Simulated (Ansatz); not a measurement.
# Ta: freezing in a mode

This session takes Ta and sets out to freeze in mode 6 at growing amplitude.

Program: Ansatz 0.2.0. Level of theory: DFT LDA, scalar-relativistic, plane waves, PAW. These are calculated values, not measurements.

4 further runs of the same task are left out: 4 that didn't finish.

**1. The starting structure**

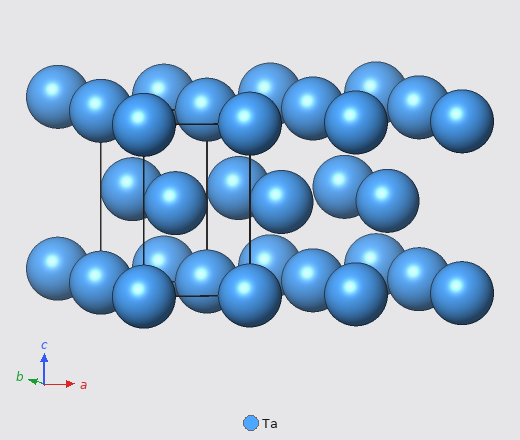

The starting structure, seen slightly off an axis (tantalum blue). 3×2×1 cells are drawn. Atoms on the faces are drawn again on the opposite ones.

As a file:

```
CELL_PARAMETERS angstrom
-1.65128 1.65128 1.65128
1.65128 -1.65128 1.65128
3.30256 3.30256 0.00000
ATOMIC_POSITIONS crystal
Ta 0.00000 0.00000 0.00000
Ta 0.50000 0.50000 0.50000
```

No relaxation comes first: the listed cell is the starting point.

**2. The reference cell**

The cell is repeated 2 times, 2 atoms in all. The reference gives a free energy of -19365.1901 eV, pressure -9.07 GPa, largest force 0.000 eV/Å and gap on the mesh none (metal). It was computed beforehand with the settings of the runs below.

**3. The scan: freezing in a mode**

Mode 6 of the phonon run on this cell, counted from the lowest, is frozen in: each atom moves by x times its row below, so x is the largest displacement.

```
atom     ux     uy      uz
 Ta1  0.000  0.000   1.000
 Ta2  0.000  0.000  -1.000
```

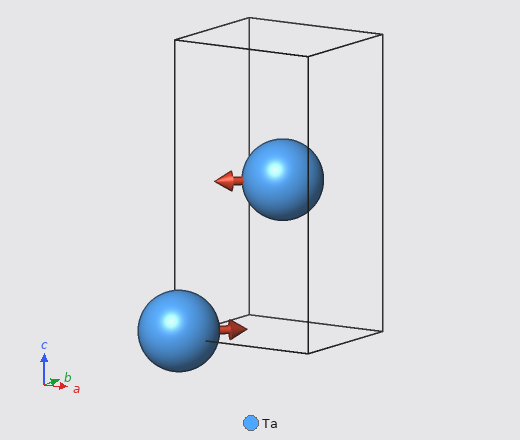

The mode's pattern as arrows, enlarged. Each atom of the cell is drawn once.

**4. At x = -0.200 Å**

The input, input.yaml:

```yaml
crystal:
  lattice:
    - [-1.65128, 1.65128, 1.65128]
    - [1.65128, -1.65128, 1.65128]
    - [3.30256, 3.30256, 0.0]
  atoms:
    - { symbol: Ta, position: [-0.0605590814, -0.0605590814, 0.0] }
    - { symbol: Ta, position: [0.5605590814, 0.5605590814, 0.5] }
basis:
  ecutwfc: 420
kpoints:
  mp_grid: { grid: [18, 18, 10] }
hamiltonian:
  xc: lda
scf:
  occupations: { method: gaussian, width: 0.15 }
output:
  forces: true
  stress: true
  eigenvalues: true
```

The run is started by

```bash
$ ansatz run input.yaml --threads 2 --pin off --max-ram 5120MiB --backend cpu --events-out ev --progress --plain --runs-dir out
```

Standard output, shortened:

```text
Warning: RAYON_NUM_THREADS=2 ignored (pool sized by the plan → 2); use --threads N
[...]
Pseudopotentials: kind: paw
Pseudopotential: Ta, paw, valence charge 13, recommended cutoff 420 eV (normal), Ta.paw.azcp
Functional definition: SPW92
[...]
Crystal: 2 atoms, lattice volume = 36.021 Å³
Basis set: ecut = 420 eV, 709 PW (Γ)
Bands: 17, of which v1, the nominal top of the filled ones, is band 13 counted from 1 (12 counted from 0)
Symmetry: 8 space group operations
Space group: Cmcm (ITA 63), of the structure as read, at distance tolerance 3.3e-5 Å
k-points: 546 of 3240
[...]
SCF iter   1: F=—  HF=-19364.785638 eV  |F-HF|=—  |Δ(HF+E_count)|=         —  Δρ=7.34e-3  dr2=1.08e-2  ethr=1.77e-3  ⟨swp⟩=5.1  Hψ=40715  notcnv=0
[...]
SCF iter   6: F=-19364.782887 eV  HF=-19364.782887 eV  |F-HF|=2.83e-9  |Δ(HF+E_count)|=   1.98e-8  Δρ=5.68e-6  dr2=4.78e-9  ethr=2.44e-10  ⟨swp⟩=2.4  Hψ=34446  notcnv=0
[...]
SCF converged after 6 iterations
Free energy (F): -19364.782887 eV
[...]
E sigma→0 (E₀):  -19364.768921 eV
Entropy (-TS):   -0.027932 eV (-13.966 meV/atom)
Fermi energy:    18.394088 eV
[...]
--- Forces (eV/Å), atoms counted from 1 ---
  atom   1  Ta     0.00000000     0.00000000     1.54711392
  atom   2  Ta     0.00000000     0.00000000    -1.54711392
[...]
--- Stress (GPa, compression-positive) ---
       -4.877911       3.779300       0.000000
        3.779300      -4.877911       0.000000
       -0.000000       0.000000      -9.837717
  P = ⅓ Tr σ = -6.5312 GPa (-65.312 kbar)
--- Band table (eV; the first three rows and the last of 546) ---
  k-point 0: bands = ["-48.7775", "-48.6186", "-16.0951", "-15.0752", "-14.7555", "-14.6989", "-14.6435", "-14.5766", "10.4626", "14.1155", "16.9665", "18.5438", "18.5989", "19.3409", "20.2038", "21.8818", "22.1169"]
[...]
```

Wall time 9.3 s (2 threads of Arm Neoverse V1, shared host); peak memory 0.51 GiB.

**5. x = 0.150 Å**

Edit input.yaml of step 4 so:

```diff
@@ -6,4 +6,4 @@
   atoms:
-    - { symbol: Ta, position: [-0.0605590814, -0.0605590814, 0.0] }
-    - { symbol: Ta, position: [0.5605590814, 0.5605590814, 0.5] }
+    - { symbol: Ta, position: [0.0454193111, 0.0454193111, 0.0] }
+    - { symbol: Ta, position: [0.4545806889, 0.4545806889, 0.5] }
 basis:
```

The run is started by

```bash
$ ansatz run input.yaml --threads 2 --pin off --max-ram 5120MiB --backend cpu --events-out ev --progress --plain --runs-dir out
```

Standard output, shortened:

```text
[...]
SCF converged after 6 iterations
Free energy (F): -19364.935709 eV
[...]
E sigma→0 (E₀):  -19364.920438 eV
Entropy (-TS):   -0.030541 eV (-15.271 meV/atom)
Fermi energy:    18.363557 eV
[...]
--- Forces (eV/Å), atoms counted from 1 ---
  atom   1  Ta     0.00000000     0.00000000    -1.46846595
  atom   2  Ta    -0.00000000     0.00000000     1.46846595
[...]
--- Stress (GPa, compression-positive) ---
       -6.603900       2.507600       0.000000
        2.507600      -6.603900       0.000000
        0.000000       0.000000      -9.445802
  P = ⅓ Tr σ = -7.5512 GPa (-75.512 kbar)
--- Band table (eV; the first three rows and the last of 546) ---
  k-point 0: bands = ["-48.7756", "-48.6350", "-16.0098", "-15.0836", "-14.7350", "-14.7029", "-14.6744", "-14.6353", "10.4479", "14.0296", "16.8600", "18.7327", "18.7542", "19.1936", "20.0974", "22.0165", "22.1088"]
[...]
```

Wall time 8.4 s (2 threads of Arm Neoverse V1, shared host); peak memory 0.51 GiB.

**6. Point x = -0.100 Å**

Edit input.yaml of step 5 so:

```diff
@@ -6,4 +6,4 @@
   atoms:
-    - { symbol: Ta, position: [0.0454193111, 0.0454193111, 0.0] }
-    - { symbol: Ta, position: [0.4545806889, 0.4545806889, 0.5] }
+    - { symbol: Ta, position: [-0.0302795407, -0.0302795407, 0.0] }
+    - { symbol: Ta, position: [0.5302795407, 0.5302795407, 0.5] }
 basis:
```

The run is started by

```bash
$ ansatz run input.yaml --threads 2 --pin off --max-ram 5120MiB --backend cpu --events-out ev --progress --plain --runs-dir out
```

Standard output, shortened:

```text
Warning: RAYON_NUM_THREADS=2 ignored (pool sized by the plan → 2); use --threads N
[...]
[... 3 set-up lines as earlier in the session ...]
[...]
Crystal: 2 atoms, lattice volume = 36.021 Å³
Basis set: ecut = 420 eV, 709 PW (Γ)
Bands: 17, of which v1, the nominal top of the filled ones, is band 13 counted from 1 (12 counted from 0)
[... 2 set-up lines as earlier in the session ...]
k-points: 546 of 3240
[...]
SCF iter   1: F=—  HF=-19365.069811 eV  |F-HF|=—  |Δ(HF+E_count)|=         —  Δρ=5.13e-3  dr2=6.35e-3  ethr=1.77e-3  ⟨swp⟩=5.1  Hψ=40559  notcnv=0
[...]
SCF iter   6: F=-19365.068323 eV  HF=-19365.068323 eV  |F-HF|=3.62e-9  |Δ(HF+E_count)|=   2.14e-8  Δρ=6.52e-6  dr2=5.77e-9  ethr=2.72e-10  ⟨swp⟩=2.3  Hψ=31207  notcnv=0
[...]
SCF converged after 6 iterations
Free energy (F): -19365.068323 eV
[...]
E sigma→0 (E₀):  -19365.052832 eV
Entropy (-TS):   -0.030984 eV (-15.492 meV/atom)
Fermi energy:    18.327581 eV
[...]
--- Forces (eV/Å), atoms counted from 1 ---
  atom   1  Ta     0.00000000     0.00000000     1.14721291
  atom   2  Ta     0.00000000     0.00000000    -1.14721291
[...]
--- Stress (GPa, compression-positive) ---
       -7.902303       1.350332       0.000000
        1.350332      -7.902303      -0.000000
        0.000000       0.000000      -9.207452
  P = ⅓ Tr σ = -8.3374 GPa (-83.374 kbar)
--- Band table (eV; the first three rows and the last of 546) ---
  k-point 0: bands = ["-48.7728", "-48.6455", "-15.9441", "-15.0874", "-14.7196", "-14.7059", "-14.6971", "-14.6743", "10.4370", "13.9687", "16.7826", "18.8679", "18.8727", "19.0754", "20.0411", "22.1050", "22.1283"]
[...]
```

It took 8.2 s on 2 threads of Arm Neoverse V1, shared host; peak memory 0.51 GiB.

**7. Point x = 0.050 Å**

Edit input.yaml of step 6 so:

```diff
@@ -6,4 +6,4 @@
   atoms:
-    - { symbol: Ta, position: [-0.0302795407, -0.0302795407, 0.0] }
-    - { symbol: Ta, position: [0.5302795407, 0.5302795407, 0.5] }
+    - { symbol: Ta, position: [0.0151397704, 0.0151397704, 0.0] }
+    - { symbol: Ta, position: [0.4848602296, 0.4848602296, 0.5] }
 basis:
```

The run is started by

```bash
$ ansatz run input.yaml --threads 2 --pin off --max-ram 5120MiB --backend cpu --events-out ev --progress --plain --runs-dir out
```

Standard output, shortened:

```text
Warning: RAYON_NUM_THREADS=2 ignored (pool sized by the plan → 2); use --threads N
[...]
[... 3 set-up lines as earlier in the session ...]
[...]
Crystal: 2 atoms, lattice volume = 36.021 Å³
Basis set: ecut = 420 eV, 709 PW (Γ)
Bands: 17, of which v1, the nominal top of the filled ones, is band 13 counted from 1 (12 counted from 0)
[... 2 set-up lines as earlier in the session ...]
k-points: 546 of 3240
[...]
SCF iter   1: F=—  HF=-19365.159766 eV  |F-HF|=—  |Δ(HF+E_count)|=         —  Δρ=4.79e-3  dr2=5.78e-3  ethr=1.77e-3  ⟨swp⟩=5.0  Hψ=40570  notcnv=0
[...]
SCF iter   6: F=-19365.158386 eV  HF=-19365.158386 eV  |F-HF|=2.43e-9  |Δ(HF+E_count)|=   1.83e-8  Δρ=5.25e-6  dr2=3.62e-9  ethr=2.26e-10  ⟨swp⟩=2.4  Hψ=30046  notcnv=0
[...]
SCF converged after 6 iterations
Free energy (F): -19365.158386 eV
[...]
E sigma→0 (E₀):  -19365.143570 eV
Entropy (-TS):   -0.029632 eV (-14.816 meV/atom)
Fermi energy:    18.305306 eV
[...]
--- Forces (eV/Å), atoms counted from 1 ---
  atom   1  Ta     0.00000000     0.00000000    -0.62603237
  atom   2  Ta     0.00000000     0.00000000     0.62603237
[...]
--- Stress (GPa, compression-positive) ---
       -8.750996       0.470788      -0.000000
        0.470788      -8.750996       0.000000
        0.000000       0.000000      -9.120359
  P = ⅓ Tr σ = -8.8741 GPa (-88.741 kbar)
--- Band table (eV; the first three rows and the last of 546) ---
  k-point 0: bands = ["-48.7714", "-48.6520", "-15.9051", "-15.0892", "-14.7103", "-14.7103", "-14.7071", "-14.6987", "10.4303", "13.9326", "16.7365", "18.9478", "18.9481", "19.0000", "20.0124", "22.1043", "22.2027"]
[...]
```

Run time: 8.3 s. Hardware: 2 threads of Arm Neoverse V1, shared host; peak memory 0.51 GiB.

**8. Point x = 0.175 Å**

Edit input.yaml of step 7 so:

```diff
@@ -6,4 +6,4 @@
   atoms:
-    - { symbol: Ta, position: [0.0151397704, 0.0151397704, 0.0] }
-    - { symbol: Ta, position: [0.4848602296, 0.4848602296, 0.5] }
+    - { symbol: Ta, position: [0.0529891963, 0.0529891963, 0.0] }
+    - { symbol: Ta, position: [0.4470108037, 0.4470108037, 0.5] }
 basis:
```

The run is started by

```bash
$ ansatz run input.yaml --threads 2 --pin off --max-ram 5120MiB --backend cpu --events-out ev --progress --plain --runs-dir out
```

Standard output, shortened:

```text
[...]
SCF converged after 6 iterations
Free energy (F): -19364.860247 eV
[...]
E sigma→0 (E₀):  -19364.845509 eV
Entropy (-TS):   -0.029476 eV (-14.738 meV/atom)
Fermi energy:    18.381029 eV
[...]
--- Forces (eV/Å), atoms counted from 1 ---
  atom   1  Ta    -0.00000000     0.00000000    -1.53876448
  atom   2  Ta    -0.00000000     0.00000000     1.53876448
[...]
--- Stress (GPa, compression-positive) ---
       -5.805204       3.128124       0.000000
        3.128124      -5.805204       0.000000
        0.000000       0.000000      -9.620853
  P = ⅓ Tr σ = -7.0771 GPa (-70.771 kbar)
--- Band table (eV; the first three rows and the last of 546) ---
  k-point 0: bands = ["-48.7764", "-48.6273", "-16.0503", "-15.0798", "-14.7444", "-14.7005", "-14.6594", "-14.6085", "10.4549", "14.0695", "16.9101", "18.6449", "18.6811", "19.2652", "20.1423", "21.9512", "22.1125"]
[...]
```

It took 8.1 s on 2 threads of Arm Neoverse V1, shared host; peak memory 0.51 GiB.

**9. Variant: ecutwfc 550 eV**

Edit input.yaml of step 8 so:

```diff
@@ -9,3 +9,3 @@
 basis:
-  ecutwfc: 420
+  ecutwfc: "550 eV"
 kpoints:
@@ -18,3 +18,3 @@
   forces: true
+  eigenvalues: true
   stress: true
-  eigenvalues: true
```

The run is started by

```bash
$ ansatz run input.yaml --threads 2 --pin off --max-ram 5120MiB --backend cpu --events-out ev --progress --plain --runs-dir out
```

Standard output, shortened:

```text
Warning: RAYON_NUM_THREADS=2 ignored (pool sized by the plan → 2); use --threads N
[...]
[... 3 set-up lines as earlier in the session ...]
[...]
Crystal: 2 atoms, lattice volume = 36.021 Å³
Basis set: ecut = 550 eV, 1059 PW (Γ)
Bands: 17, of which v1, the nominal top of the filled ones, is band 13 counted from 1 (12 counted from 0)
[... 2 set-up lines as earlier in the session ...]
k-points: 546 of 3240
[...]
SCF iter   1: F=—  HF=-19364.863630 eV  |F-HF|=—  |Δ(HF+E_count)|=         —  Δρ=6.63e-3  dr2=9.10e-3  ethr=1.77e-3  ⟨swp⟩=5.1  Hψ=41235  notcnv=0
[...]
SCF iter   6: F=-19364.861401 eV  HF=-19364.861401 eV  |F-HF|=2.34e-9  |Δ(HF+E_count)|=   2.36e-8  Δρ=5.17e-6  dr2=4.00e-9  ethr=2.40e-10  ⟨swp⟩=2.2  Hψ=33987  notcnv=0
[...]
SCF converged after 6 iterations
Free energy (F): -19364.861401 eV
[...]
E sigma→0 (E₀):  -19364.846662 eV
Entropy (-TS):   -0.029477 eV (-14.738 meV/atom)
Fermi energy:    18.380925 eV
[...]
--- Forces (eV/Å), atoms counted from 1 ---
  atom   1  Ta    -0.00000000    -0.00000000    -1.53876837
  atom   2  Ta     0.00000000    -0.00000000     1.53876837
[...]
--- Stress (GPa, compression-positive) ---
       -5.807635       3.127913       0.000000
        3.127913      -5.807635       0.000000
        0.000000      -0.000000      -9.623445
  P = ⅓ Tr σ = -7.0796 GPa (-70.796 kbar)
--- Band table (eV; the first three rows and the last of 546) ---
  k-point 0: bands = ["-48.7765", "-48.6273", "-16.0503", "-15.0798", "-14.7444", "-14.7005", "-14.6594", "-14.6085", "10.4549", "14.0695", "16.9100", "18.6449", "18.6810", "19.2651", "20.1418", "21.9512", "22.1124"]
[...]
```

Wall time 13 s (2 threads of Arm Neoverse V1, shared host); peak memory 0.62 GiB.

```
    run     ending  energy change  pressure (GPa)  gap (eV)  force (eV/Å)  cycles   time
 step 8  converged              0            -7.1      0.00          1.54       6  8.1 s
variant  converged  -0.6 meV/atom            -7.1      0.00          1.54       6   13 s
```

Changing the cutoff moves the energy by -0.6 meV/atom. More plane waves (550 against 420 eV) lower the energy, so the reference carries about that much basis error. Cost: 13 s against 8.1 s.

**10. Point x = 0.125 Å**

Edit input.yaml of step 8 so:

```diff
@@ -6,4 +6,4 @@
   atoms:
-    - { symbol: Ta, position: [0.0529891963, 0.0529891963, 0.0] }
-    - { symbol: Ta, position: [0.4470108037, 0.4470108037, 0.5] }
+    - { symbol: Ta, position: [0.0378494259, 0.0378494259, 0.0] }
+    - { symbol: Ta, position: [0.4621505741, 0.4621505741, 0.5] }
 basis:
```

The run is started by

```bash
$ ansatz run input.yaml --threads 2 --pin off --max-ram 5120MiB --backend cpu --events-out ev --progress --plain --runs-dir out
```

Standard output, shortened:

```text
Warning: RAYON_NUM_THREADS=2 ignored (pool sized by the plan → 2); use --threads N
[...]
[... 3 set-up lines as earlier in the session ...]
[...]
Crystal: 2 atoms, lattice volume = 36.021 Å³
Basis set: ecut = 420 eV, 709 PW (Γ)
Bands: 17, of which v1, the nominal top of the filled ones, is band 13 counted from 1 (12 counted from 0)
[... 2 set-up lines as earlier in the session ...]
k-points: 546 of 3240
[...]
SCF iter   1: F=—  HF=-19365.007628 eV  |F-HF|=—  |Δ(HF+E_count)|=         —  Δρ=5.47e-3  dr2=6.90e-3  ethr=1.77e-3  ⟨swp⟩=5.1  Hψ=40590  notcnv=0
[...]
SCF iter   6: F=-19365.006043 eV  HF=-19365.006043 eV  |F-HF|=4.34e-9  |Δ(HF+E_count)|=   3.25e-8  Δρ=7.21e-6  dr2=7.09e-9  ethr=3.63e-10  ⟨swp⟩=2.2  Hψ=35959  notcnv=0
[...]
SCF converged after 6 iterations
Free energy (F): -19365.006043 eV
[...]
E sigma→0 (E₀):  -19364.990507 eV
Entropy (-TS):   -0.031072 eV (-15.536 meV/atom)
Fermi energy:    18.344645 eV
[...]
--- Forces (eV/Å), atoms counted from 1 ---
  atom   1  Ta     0.00000000    -0.00000000    -1.33522365
  atom   2  Ta     0.00000000    -0.00000000     1.33522365
[...]
--- Stress (GPa, compression-positive) ---
       -7.305299       1.910131       0.000000
        1.910131      -7.305299       0.000000
        0.000000       0.000000      -9.304509
  P = ⅓ Tr σ = -7.9717 GPa (-79.717 kbar)
--- Band table (eV; the first three rows and the last of 546) ---
  k-point 0: bands = ["-48.7742", "-48.6409", "-15.9739", "-15.0860", "-14.7267", "-14.7048", "-14.6870", "-14.6568", "10.4420", "13.9960", "16.8174", "18.8071", "18.8183", "19.1297", "20.0649", "22.0762", "22.1063"]
[...]
```

It took 8.5 s on 2 threads of Arm Neoverse V1, shared host; peak memory 0.51 GiB.

**11. At x = 0.075 Å**

Edit input.yaml of step 10 so:

```diff
@@ -6,4 +6,4 @@
   atoms:
-    - { symbol: Ta, position: [0.0378494259, 0.0378494259, 0.0] }
-    - { symbol: Ta, position: [0.4621505741, 0.4621505741, 0.5] }
+    - { symbol: Ta, position: [0.0227096555, 0.0227096555, 0.0] }
+    - { symbol: Ta, position: [0.4772903445, 0.4772903445, 0.5] }
 basis:
```

The run is started by

```bash
$ ansatz run input.yaml --threads 2 --pin off --max-ram 5120MiB --backend cpu --events-out ev --progress --plain --runs-dir out
```

Standard output, shortened:

```text
[...]
SCF converged after 6 iterations
Free energy (F): -19365.119901 eV
[...]
E sigma→0 (E₀):  -19365.104762 eV
Entropy (-TS):   -0.030279 eV (-15.139 meV/atom)
Fermi energy:    18.314432 eV
[...]
--- Forces (eV/Å), atoms counted from 1 ---
  atom   1  Ta     0.00000000     0.00000000    -0.90768918
  atom   2  Ta     0.00000000     0.00000000     0.90768918
[...]
--- Stress (GPa, compression-positive) ---
       -8.388938       0.854570       0.000000
        0.854570      -8.388938       0.000000
        0.000000       0.000000      -9.148657
  P = ⅓ Tr σ = -8.6422 GPa (-86.422 kbar)
--- Band table (eV; the first three rows and the last of 546) ---
  k-point 0: bands = ["-48.7719", "-48.6492", "-15.9213", "-15.0885", "-14.7141", "-14.7066", "-14.7047", "-14.6884", "10.4331", "13.9476", "16.7557", "18.9147", "18.9163", "19.0318", "20.0240", "22.1045", "22.1710"]
[...]
```

It took 8.3 s on 2 threads of Arm Neoverse V1, shared host; peak memory 0.51 GiB.

**12. Point x = 0.025 Å**

Edit input.yaml of step 11 so:

```diff
@@ -6,4 +6,4 @@
   atoms:
-    - { symbol: Ta, position: [0.0227096555, 0.0227096555, 0.0] }
-    - { symbol: Ta, position: [0.4772903445, 0.4772903445, 0.5] }
+    - { symbol: Ta, position: [0.0075698852, 0.0075698852, 0.0] }
+    - { symbol: Ta, position: [0.4924301148, 0.4924301148, 0.5] }
 basis:
```

The run is started by

```bash
$ ansatz run input.yaml --threads 2 --pin off --max-ram 5120MiB --backend cpu --events-out ev --progress --plain --runs-dir out
```

Standard output, shortened:

```text
Warning: RAYON_NUM_THREADS=2 ignored (pool sized by the plan → 2); use --threads N
[...]
[... 3 set-up lines as earlier in the session ...]
[...]
Crystal: 2 atoms, lattice volume = 36.021 Å³
Basis set: ecut = 420 eV, 709 PW (Γ)
Bands: 17, of which v1, the nominal top of the filled ones, is band 13 counted from 1 (12 counted from 0)
[... 2 set-up lines as earlier in the session ...]
k-points: 546 of 3240
[...]
SCF iter   1: F=—  HF=-19365.183438 eV  |F-HF|=—  |Δ(HF+E_count)|=         —  Δρ=4.73e-3  dr2=5.69e-3  ethr=1.77e-3  ⟨swp⟩=5.0  Hψ=40485  notcnv=0
[...]
SCF iter   6: F=-19365.182080 eV  HF=-19365.182080 eV  |F-HF|=2.32e-9  |Δ(HF+E_count)|=   1.74e-8  Δρ=5.02e-6  dr2=3.40e-9  ethr=2.20e-10  ⟨swp⟩=2.6  Hψ=31346  notcnv=0
[...]
SCF converged after 6 iterations
Free energy (F): -19365.182080 eV
[...]
E sigma→0 (E₀):  -19365.167406 eV
Entropy (-TS):   -0.029349 eV (-14.674 meV/atom)
Fermi energy:    18.299684 eV
[...]
--- Forces (eV/Å), atoms counted from 1 ---
  atom   1  Ta     0.00000000     0.00000000    -0.31877812
  atom   2  Ta     0.00000000     0.00000000     0.31877812
[...]
--- Stress (GPa, compression-positive) ---
       -8.971131       0.234850       0.000000
        0.234850      -8.971131       0.000000
        0.000000       0.000000      -9.112994
  P = ⅓ Tr σ = -9.0184 GPa (-90.184 kbar)
--- Band table (eV; the first three rows and the last of 546) ---
  k-point 0: bands = ["-48.7710", "-48.6536", "-15.8953", "-15.0896", "-14.7137", "-14.7080", "-14.7075", "-14.7048", "10.4286", "13.9236", "16.7249", "18.9674", "18.9676", "18.9808", "20.0057", "22.1042", "22.2221"]
[...]
```

Wall time 8.5 s (2 threads of Arm Neoverse V1, shared host); peak memory 0.52 GiB.

**13. The scan collected**

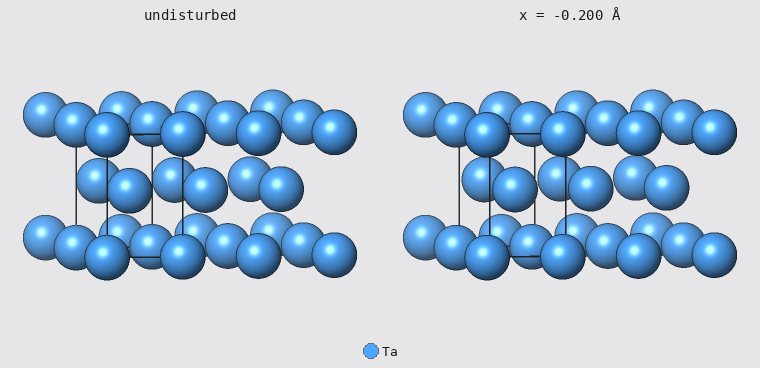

The undisturbed cell and the costliest point of the scan, at one scale, with neighbouring cells.

Collected from the runs (energy zero: the undisturbed cell):

```
 x (Å)  ΔE (meV/cell)  force along the mode (eV/Å)  pressure (GPa)
-0.200          407.2                        3.094            -6.5
-0.100          121.7                        2.294            -8.3
 0.000            0.0                        0.000            -9.1
 0.025            8.0                       -0.638            -9.0
 0.050           31.7                       -1.252            -8.9
 0.075           70.2                       -1.815            -8.6
 0.125          184.0                       -2.670            -8.0
 0.150          254.4                       -2.937            -7.6
 0.175          329.8                       -3.078            -7.1
```

Not run, since symmetry makes them alike: 0.200 repeats -0.200, -0.150 repeats 0.150, 0.100 repeats -0.100, -0.050 repeats 0.050. Energy, pressure and gap are the same there.

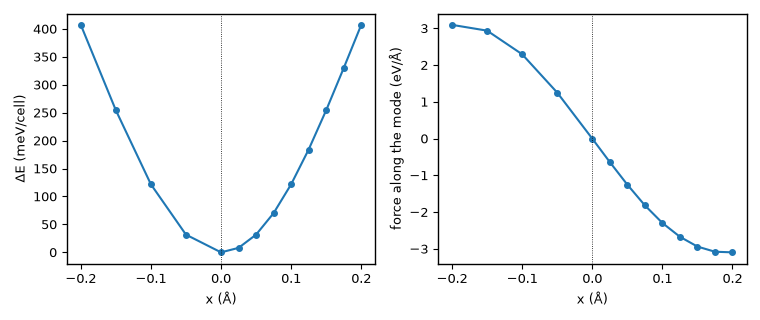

ΔE and force along the mode along the scan; points alike by symmetry are filled in.

**14. Summary of results**

| quantity | value |
| --- | --- |
| harmonic wavenumber of the mode | 139 cm⁻¹ |
| the same from the force at an amplitude of 0.025 Å | 138 cm⁻¹ |
| step 9, run with ecutwfc 550 eV (against step 8) | -0.6 meV/atom |

**Reading.** The force at the smallest amplitude gives 138 cm⁻¹ against 139 cm⁻¹ from the phonon run, so the curve is close to a parabola there. No sampled point lies below the undisturbed cell. Spin-orbit coupling is left out for Ta.
